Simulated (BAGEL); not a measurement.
# ROHF/6-31G(d) (density fitting with qzvpp-jkfit, spherical functions) run of BH2O (SMILES [BH]O)

What is the vertical doublet–quartet gap of BH2O at ROHF/6-31G* (density fitting with qzvpp-jkfit, spherical functions)? 

The calculation is run with BAGEL 1.2.2.

3 further runs of the same task are left out: 1 that didn't finish, 2 set aside as unsound or not needed. Runs told in other sessions of the task aren't counted.

## Step 1: Starting point

BH2O: 4 atoms, total charge 0, spin state doublet. SMILES: `[BH]O`. Geometry: relaxed at PBE0-D4/def2-TZVP.

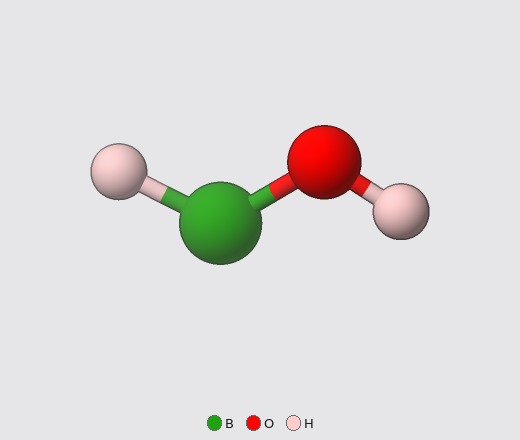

Viewed from a chosen angle; boron green, oxygen red, hydrogen pink.

## Step 2: The energy at ROHF/6-31G(d) (density fitting with qzvpp-jkfit, spherical functions)

input.json reads:

```json
{ "bagel": [

{
  "title": "molecule",
  "basis": "6-31gs.json",
  "df_basis": "qzvpp-jkfit",
  "angstrom": true,
  "geometry": [
    { "atom": "B", "xyz": [   -0.006100,   -0.485500,    0.388300 ] },
    { "atom": "O", "xyz": [    0.119700,    0.544500,   -0.448600 ] },
    { "atom": "H", "xyz": [   -1.064200,   -1.032400,    0.540300 ] },
    { "atom": "H", "xyz": [    1.006100,    0.913200,   -0.500300 ] }
  ]
},
{ "title": "rohf", "nopen": 1 },
{ "title": "print", "file": "orbitals.molden", "orbitals": true }

]}
```

The basis set 6-31G* is read from a file made from the Basis Set Exchange's data (not shown).

Started as:

```sh
$ BAGEL_NUM_THREADS=1 BAGEL input.json > input.out
```

The program printed:

```text
* using 1 threads per process

  ===============================================================
  ===============================================================

  *** Geometry ***

  { "atom" : "B", "xyz" : [     -0.011527,     -0.917462,      0.733781 ] },
  { "atom" : "O", "xyz" : [      0.226200,      1.028956,     -0.847731 ] },
  { "atom" : "H", "xyz" : [     -2.011047,     -1.950953,      1.021019 ] },
  { "atom" : "H", "xyz" : [      1.901253,      1.725698,     -0.945430 ] },

  Number of auxiliary basis functions:      188

  Since a DF basis is specified, we compute 2- and 3-index integrals:
    o Being stored without compression. Storage requirement is 0.002 GB

  Number of basis functions:       32
  Number of electrons      :       15

    * METHOD: MOLECULE                             0.02

  *** Open-shell HF ***

  === Nuclear Repulsion ===
    25.9416964311

      * DIIS with orbital gradients will be used.

  === ROHF iteration (6-31gs.json) ===
      0       -100.53658182          0.08325721           0.00
      1       -100.62258673          0.05558150           0.00
      2       -100.65509544          0.03613288           0.00
      3       -100.67733089          0.00319013           0.00
      4       -100.67810603          0.00079569           0.00
      5       -100.67825063          0.00013911           0.00
      6       -100.67828024          0.00003196           0.00
      7       -100.67828403          0.00000848           0.00
      8       -100.67828447          0.00000170           0.00
      9       -100.67828462          0.00000055           0.00
     10       -100.67828463          0.00000020           0.00
     11       -100.67828464          0.00000009           0.00
     12       -100.67828464          0.00000003           0.00
     13       -100.67828464          0.00000001           0.00
    * SCF iteration converged.

    * S^2 (ROHF) is 0.7500

    * Permanent dipole moment:
           (   -0.605261,    -0.216840,     0.005660) a.u.

    * METHOD: ROHF                                 0.07

    * METHOD: PRINT                                0.00

  ===============================================================
```

Wall time 0.22 s (1 thread of Arm Neoverse V2, shared host).

## Step 3: The quartet, same level

job.json reads:

```json
{ "bagel": [

{
  "title": "molecule",
  "basis": "6-31gs.json",
  "df_basis": "qzvpp-jkfit",
  "angstrom": "true",
  "geometry": [
    { "atom": "B", "xyz": [   -0.006100,   -0.485500,    0.388300 ] },
    { "atom": "O", "xyz": [    0.119700,    0.544500,   -0.448600 ] },
    { "atom": "H", "xyz": [   -1.064200,   -1.032400,    0.540300 ] },
    { "atom": "H", "xyz": [    1.006100,    0.913200,   -0.500300 ] }
  ]
},
{ "title": "rohf", "nopen": 3 },
{ "title": "print", "file": "orbitals.molden", "orbitals": "true" }

]}
```

The basis set 6-31G* is read from a file made from the Basis Set Exchange's data (not shown).

Started as:

```sh
$ BAGEL_NUM_THREADS=1 BAGEL job.json > job.out
```

The program printed:

```text
* using 1 threads per process

  ===============================================================
  ===============================================================

  *** Geometry ***

  { "atom" : "B", "xyz" : [     -0.011527,     -0.917462,      0.733781 ] },
  { "atom" : "O", "xyz" : [      0.226200,      1.028956,     -0.847731 ] },
  { "atom" : "H", "xyz" : [     -2.011047,     -1.950953,      1.021019 ] },
  { "atom" : "H", "xyz" : [      1.901253,      1.725698,     -0.945430 ] },

  Number of auxiliary basis functions:      188

  Since a DF basis is specified, we compute 2- and 3-index integrals:
    o Being stored without compression. Storage requirement is 0.002 GB

  Number of basis functions:       32
  Number of electrons      :       15

    * METHOD: MOLECULE                             0.02

  *** Open-shell HF ***

  === Nuclear Repulsion ===
    25.9416964311

      * DIIS with orbital gradients will be used.

  === ROHF iteration (6-31gs.json) ===
      0       -100.26807346          0.06759923           0.00
      1       -100.34525855          0.04439471           0.00
      2       -100.37668277          0.03101196           0.00
      3       -100.39755625          0.00822251           0.00
      4       -100.40564563          0.00328394           0.00
      5       -100.40660879          0.00090798           0.00
      6       -100.40670794          0.00029904           0.00
      7       -100.40670961          0.00006494           0.00
      8       -100.40670763          0.00002878           0.00
      9       -100.40670726          0.00000668           0.00
     10       -100.40670727          0.00000230           0.00
     11       -100.40670736          0.00000039           0.00
     12       -100.40670740          0.00000011           0.00
     13       -100.40670740          0.00000004           0.00
     14       -100.40670740          0.00000002           0.00
     15       -100.40670740          0.00000001           0.00
    * SCF iteration converged.

    * S^2 (ROHF) is 3.7500

    * Permanent dipole moment:
           (    0.268143,     0.277599,    -0.156259) a.u.

    * METHOD: ROHF                                 0.08

    * METHOD: PRINT                                0.00

  ===============================================================
```

It took 0.22 s on 1 thread of Arm Neoverse V2, shared host.

## Step 4: Outcome

At ROHF/6-31G* (density fitting with qzvpp-jkfit, spherical functions):

| quantity | value |
| --- | --- |
| doublet: total energy | -100.67828 Eh |
| doublet: dipole moment | 1.63 D |
| doublet: ⟨S²⟩ | 0.750 |
| quartet: total energy | -100.40671 Eh |
| quartet: dipole moment | 1.06 D |
| quartet: ⟨S²⟩ | 3.750 |
| vertical energy of the quartet above the doublet | 7.390 eV |

What this shows: At this shape the quartet lies 7.39 eV (713 kJ/mol) above the doublet.
